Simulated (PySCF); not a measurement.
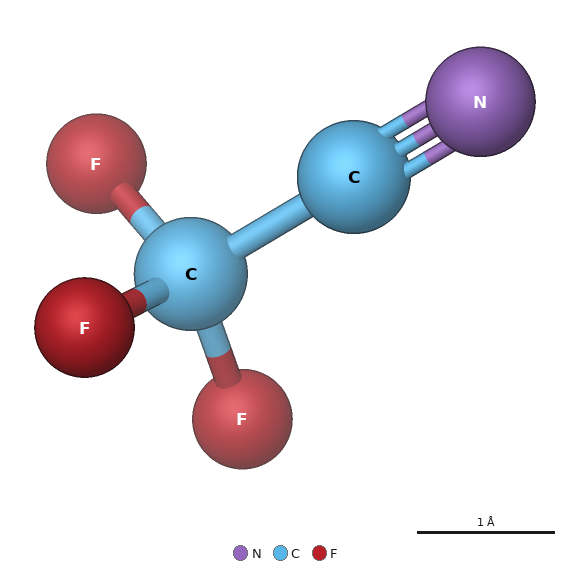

Distant atoms are faded towards the background colour. The computed structure is the end point of a PBE0-D3(BJ)/def2-SVP optimisation. No frequency run is at hand to confirm it as a minimum. Masses are those of the most abundant isotopes; constants are for the rigid equilibrium geometry.

Question: Classify the rotor and give the rotational constants (cm⁻¹).

Answer: A prolate symmetric top (C3v): A = 0.191, B = C = 0.0986 cm⁻¹.
